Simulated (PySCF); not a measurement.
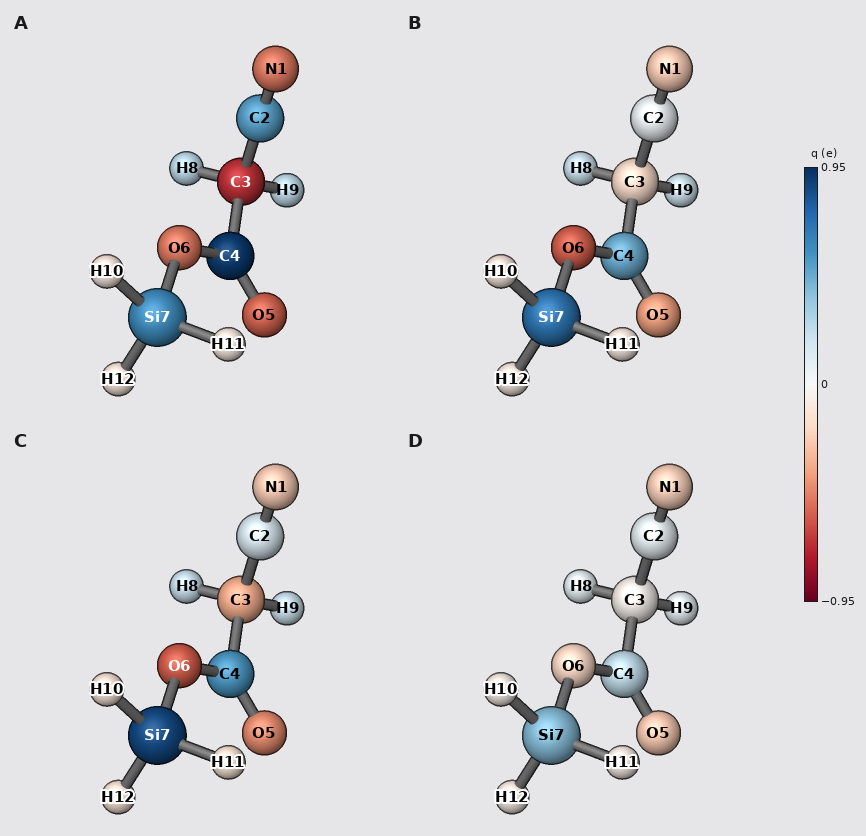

Atomic charges of one calculation by 4 schemes, on one colour scale. The geometry was computed by an optimisation with GFN2-xTB. No frequency run is at hand to confirm it as a minimum. Level of theory: PBE0/pcSseg-1 (PySCF 2.14.0).

The schemes are ESP-fitted, Hirshfeld, IAO, Mulliken. Which panel shows which?

A ESP-fitted, B Mulliken, C IAO, D Hirshfeld.

List the charges (e), one line for each set of equivalent atoms.

| atom | ESP-fitted | Mulliken | IAO | Hirshfeld |
| --- | --- | --- | --- | --- |
| N1 | −0.49 | −0.23 | −0.23 | −0.22 |
| C2 | 0.52 | 0.05 | 0.14 | 0.08 |
| C3 | −0.69 | −0.16 | −0.35 | −0.04 |
| C4 | 0.91 | 0.47 | 0.54 | 0.23 |
| O5 | −0.55 | −0.38 | −0.44 | −0.24 |
| O6 | −0.49 | −0.57 | −0.57 | −0.18 |
| Si7 | 0.59 | 0.69 | 0.86 | 0.41 |
| H8 | 0.24 | 0.20 | 0.20 | 0.08 |
| H9 | 0.24 | 0.19 | 0.20 | 0.08 |
| H10 | −0.09 | −0.09 | −0.12 | −0.07 |
| H11 | −0.08 | −0.08 | −0.12 | −0.06 |
| H12 | −0.09 | −0.08 | −0.12 | −0.07 |

The geometry is semi-empirical. Around Si such bond lengths and angles can be off by a tenth of an ångström or more and by several degrees, and values that hang on the shape move with them.
